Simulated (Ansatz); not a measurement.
Run report: SiH2OF2 (charge +1), single-point calculation

The run: single-point calculation of SiH2OF2, charge +1, multiplicity 2. Method and program: UKS B3LYP-D4/def2-TZVPP (Ansatz 0.2.0).

The geometry is the cation at the geometry of the neutral molecule. The geometry comes from this level: PBE0-D4/def2-TZVP.

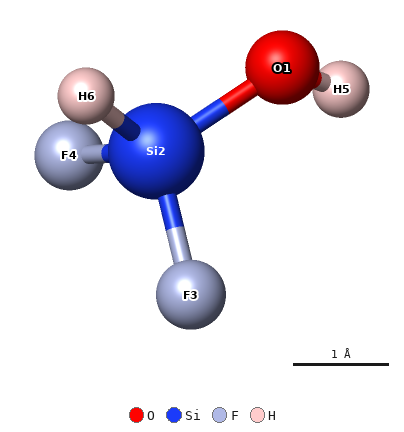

**Figure 1.** The structure (ball-and-stick view, seen at a tilt; atoms are numbered from 1 in the order of the input).

**Results in brief**

| quantity | value |
| --- | --- |
| outcome | converged |
| total energy | −15387.5597 eV |
| mean-field energy | −15387.4368 eV |
| dispersion energy | −0.1229 eV |
| ⟨S²⟩ | 0.756 |
| SCF solution under orbital rotations | stable |
| hardware | 2 CPU threads, shared host |
| wall time | 12 s (CPU time 22 s) |
| peak memory | 0.41 GiB |

**The input**
```yaml
crystal:
  periodic: [false, false, false]
  atoms:
    - {symbol: O, position_ang: [0.027748, 1.137870, -0.556408]}
    - {symbol: Si, position_ang: [0.121375, -0.236167, 0.285183]}
    - {symbol: F, position_ang: [0.731792, -1.405122, -0.592383]}
    - {symbol: F, position_ang: [-1.315535, -0.739716, 0.722082]}
    - {symbol: H, position_ang: [-0.477408, 1.182953, -1.369485]}
    - {symbol: H, position_ang: [0.954128, -0.003817, 1.464911]}
basis:
  gaussian: {orbitals: def2-TZVPP}
total_charge: 1
magnetization: {spin_polarized: true, initial_magnetization: 1}
hamiltonian: {xc: {name: B3LYP}, dispersion: d4}
```

**Log**
```
Functional definition: B3LYP
  name "B3LYP"
  cite "Stephens, Devlin, Chabalowski & Frisch, J. Phys. Chem. 98, 11623 (1994) doi:10.1021/j100096a001"
  cite "Becke, Phys. Rev. A 38, 3098 (1988) doi:10.1103/PhysRevA.38.3098"
  cite "Lee, Yang & Parr, Phys. Rev. B 37, 785 (1988) doi:10.1103/PhysRevB.37.785"
  cite "Vosko, Wilk & Nusair, Can. J. Phys. 58, 1200 (1980) doi:10.1139/p80-159"
  parameter a0 = 0.2
  parameter ax = 0.72
  parameter ac = 0.81
  exchange = (1 - a0 - ax)*slater_x + ax*b88_x + a0*exact_x
  correlation = (1 - ac)*vwn_rpa_c + ac*lyp_c
872 factors; their error is unknown
mean field evaluation 1: about -15368.1996 eV, gradient 8.0e1 eV
mean field evaluation 2: about -15308.9040 eV, gradient 1.5e2 eV
mean field evaluation 4: about -15381.4048 eV, gradient 3.8e1 eV
mean field evaluation 8: about -15387.3181 eV, gradient 7.3e-1 eV
mean field evaluation 16: about -15387.3794 eV, gradient 9.3e-1 eV
mean field evaluation 32: about -15387.3302 eV, gradient 4.6e0 eV
mean field -15387.43661628 eV, -565.4778656693 hartree, gradient 3.3e-5 eV, S^2 0.756489; 6 other end points of the search recorded, 0 dependent functions left out
reference -15387.43680088 eV, -565.4778724531 hartree; 21, 20 occupied and 142, 143 virtual orbitals, 872 factors
Total energy: -15387.55967206 eV, -565.4823878855 hartree
```
